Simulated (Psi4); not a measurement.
# CH3AlO (SMILES [CH3][Al]=[O]): PBE/def2-TZVPD (sweep point 7)

Aim: the vertical singlet–triplet gap of CH3AlO at PBE/def2-TZVPD (sweep point 7), from 2 runs. 

Program for the calculation: Psi4 1.11.

4 further runs of the same task are left out: 4 set aside as unsound or not needed.

## 1. The system as given

CH3AlO: 6 atoms, total charge 0, spin state singlet. SMILES: `[CH3][Al]=[O]`. Geometry: relaxed at PBE0-D4/def2-TZVP.

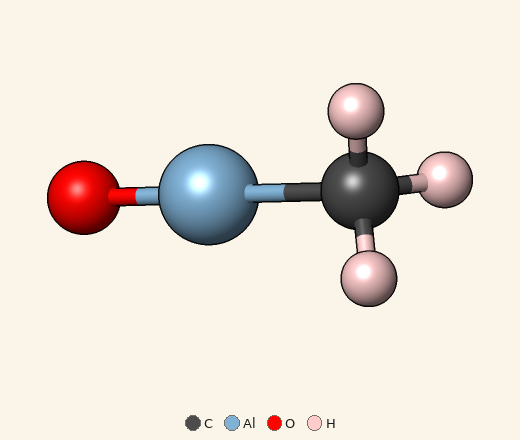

Viewed from a chosen angle; carbon dark grey, aluminium light blue, oxygen red, hydrogen pink.

## 2. The energy at PBE/def2-TZVPD (sweep point 7)

calc.dat reads:

```
memory 1600 mb

molecule {
  0 1
  C     -0.412500     0.498200    -0.315400
  Al     0.696700    -0.841400     0.532500
  O      1.611700    -1.946300     1.232100
  H      0.065200     1.479100    -0.263900
  H     -1.383600     0.560900     0.180800
  H     -0.577400     0.249400    -1.366100
  units angstrom
  symmetry c1
}

set basis def2-TZVPD
set puream true
set scf_type pk
set dft_radial_points 150
set dft_spherical_points 974

e_tot = energy('pbe')
print_variables()
```

Started as:

```sh
$ psi4 -i calc.dat -o calc.out -n 1
```

calc.out:

```text
[...]
  Running in c1 symmetry.
[...]
  Nuclear repulsion =   83.909553177892164
[...]
  Multiplicity = 1
[...]
  Nalpha       = 15
  Nbeta        = 15
[...]
    Number of basis functions: 147
[...]
   @RKS iter   1:  -356.50074750635713    9.69482e-02   9.49947e-03 DIIS/ADIIS
[...]
   @RKS iter  12:  -357.35188749379262   -1.01887e-08   6.17699e-07 DIIS
[...]
    Orbital Energies [Eh]
    ---------------------
    Doubly Occupied:
       1A    -55.363456     2A    -18.680989     3A     -9.908630
       4A     -3.929734     5A     -2.534920     6A     -2.534920
       7A     -2.524320     8A     -0.766477     9A     -0.659672
      10A     -0.397387    11A     -0.397367    12A     -0.343156
      13A     -0.247893    14A     -0.219517    15A     -0.219517
[...]
  @RKS Final Energy:  -357.35188749379262
   => Energetics <=
    Nuclear Repulsion Energy =             83.9095531778921639
    One-Electron Energy =                -661.2095369666524221
    Two-Electron Energy =                 253.4673722987900533
    DFT Exchange-Correlation Energy =     -33.5192760038223625
    Empirical Dispersion Energy =           0.0000000000000000
    VV10 Nonlocal Energy =                  0.0000000000000000
    Total Energy =                       -357.3518874937926171
[...]
 Multipole Moments:
 ------------------------------------------------------------------------------------
     Multipole            Electronic (a.u.)      Nuclear  (a.u.)        Total (a.u.)
 ------------------------------------------------------------------------------------
 L = 1.  Multiply by 2.5417464519 to convert [e a0] to [Debye]
 Dipole X            :          2.3835277           -3.6445458           -1.2610181
 Dipole Y            :         -2.8785825            4.4012802            1.5226977
 Dipole Z            :          1.8217147           -2.7858595           -0.9641449
 Magnitude           :                                                    2.1996250
[...]
```

Run time: 62 s. Hardware: 1 thread of AMD EPYC 7R43 (Zen 3), shared host; peak memory 1.3 GiB.

## 3. The triplet

input.inp reads:

```
memory 1.6 GB

molecule {
  0 3
  C     -0.412500     0.498200    -0.315400
  Al     0.696700    -0.841400     0.532500
  O      1.611700    -1.946300     1.232100
  H      0.065200     1.479100    -0.263900
  H     -1.383600     0.560900     0.180800
  H     -0.577400     0.249400    -1.366100
  symmetry c1
}

set basis def2-TZVPD
set reference uks
set puream true
set scf_type pk
set dft_radial_points 150
set dft_spherical_points 974
set maxiter 100

energy('pbe')
```

Started as:

```sh
$ psi4 input.inp input.out -n 1
```

input.out:

```text
[...]
  Running in c1 symmetry.
[...]
  Nuclear repulsion =   83.909553177892164
[...]
  Multiplicity = 3
[...]
  Nalpha       = 16
  Nbeta        = 14
[...]
    Number of basis functions: 147
[...]
   @UKS iter   1:  -356.63742672820308   -3.97310e-02   7.56329e-03 DIIS/ADIIS
[...]
   @UKS iter  11:  -357.21147248445010   -8.15981e-07   5.01948e-07 DIIS
[...]
   @S^2 Observed:                2.002510807E+00
[...]
    Orbital Energies [Eh]
    ---------------------
    Alpha Occupied:
       1A    -55.388809     2A    -18.813556     3A     -9.869381
       4A     -3.950415     5A     -2.556584     6A     -2.554522
       7A     -2.546797     8A     -0.910382     9A     -0.632839
      10A     -0.391709    11A     -0.379310    12A     -0.370148
      13A     -0.369789    14A     -0.325914    15A     -0.305571
      16A     -0.120711
    Alpha Virtual:
      17A     -0.083651    18A     -0.072662    19A      0.000214
      20A      0.015104    21A      0.026892    22A      0.026936
      23A      0.044006    24A      0.044805    25A      0.051948
[...]
  @UKS Final Energy:  -357.21147248445010
   => Energetics <=
    Nuclear Repulsion Energy =             83.9095531778921639
    One-Electron Energy =                -660.1193502033892173
    Two-Electron Energy =                 252.4922919790656124
    DFT Exchange-Correlation Energy =     -33.4939674380186219
    Empirical Dispersion Energy =           0.0000000000000000
    VV10 Nonlocal Energy =                  0.0000000000000000
    Total Energy =                       -357.2114724844500984
[...]
 Multipole Moments:
 ------------------------------------------------------------------------------------
     Multipole            Electronic (a.u.)      Nuclear  (a.u.)        Total (a.u.)
 ------------------------------------------------------------------------------------
 L = 1.  Multiply by 2.5417464519 to convert [e a0] to [Debye]
 Dipole X            :          3.2842699           -3.6445458           -0.3602758
 Dipole Y            :         -3.9688360            4.4012802            0.4324443
 Dipole Z            :          2.5141959           -2.7858595           -0.2716637
 Magnitude           :                                                    0.6249863
[...]
```

Wall time 93 s (1 thread of AMD EPYC 7R43 (Zen 3), shared host); peak memory 1.3 GiB.

## 4. Outcome

At PBE/def2-TZVPD (sweep point 7):

```
                                        quantity          value
                           singlet: total energy  -357.35189 Eh
                          singlet: dipole moment         5.59 D
                            singlet: HOMO energy       -5.97 eV
                            singlet: LUMO energy       -2.43 eV
                          singlet: HOMO–LUMO gap        3.55 eV
                           triplet: total energy  -357.21147 Eh
                          triplet: dipole moment         1.59 D
     triplet: HOMO energy (highest over α and β)       -3.28 eV
                                   triplet: ⟨S²⟩          2.003
vertical energy of the triplet above the singlet       3.821 eV
```

In words: At this shape the triplet lies 3.82 eV (88 kcal/mol) above the singlet.
